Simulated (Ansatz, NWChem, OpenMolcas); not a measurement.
## How methods differ on GeH3Cl (chlorogermane)

GeH3Cl: 5 atoms, total charge 0, spin state singlet. As SMILES, `[Cl][GeH3]`. The coordinates come from a PBE0-D4/def2-TZVP relaxation.

```xyz
5

Cl   -1.8758   -0.0251    0.6413
Ge    0.1618   -0.0139   -0.0606
H     0.1604    0.6562   -1.4381
H     0.6190   -1.4737   -0.1406
H     0.9845    0.7829    0.9567
```

Quantity: the energy change with the Ge2–H5 bond stretched from 1.532 to 3.370 Å, in eV. The values are calculated.

```csv
level,kind,program,value (eV),CPU time (all runs)
SVWN5/def2-TZVP (restricted),LDA,OpenMolcas,4.00,51 s
revPBE/def2-TZVP (restricted),GGA,Ansatz,3.85,12 s
r2SCAN/def2-TZVP (restricted),meta-GGA,OpenMolcas,4.23,83 s
PBE0/def2-TZVP (restricted),global hybrid,OpenMolcas,4.42,55 s
HSE06/def2-TZVP (restricted),range-separated hybrid,Ansatz,4.40,16 s
PBE-QIDH/def2-TZVP (restricted),double hybrid,Ansatz,4.75,20 s
RPA@PBE/def2-TZVP (restricted),RPA,Ansatz,3.96,24 s
CCSD/def2-TZVP (restricted),coupled cluster or CI,NWChem,3.92,9 min
```

All-electron rows without a relativistic Hamiltonian named are non-relativistic. The first shape isn't each level's own minimum. The values span 3.85 to 4.75 eV. In the correlated wave-function rows the outer d shell of Ge is correlated, in sets not made for it. Times are those of the runs behind each value, whatever else they computed, on shared processors of several kinds: orders of magnitude only.

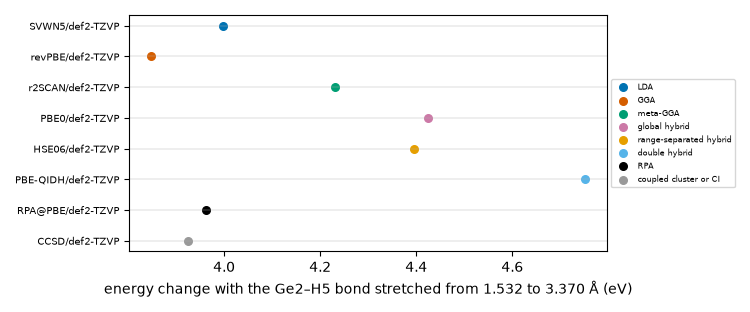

The values of the table, level by level.
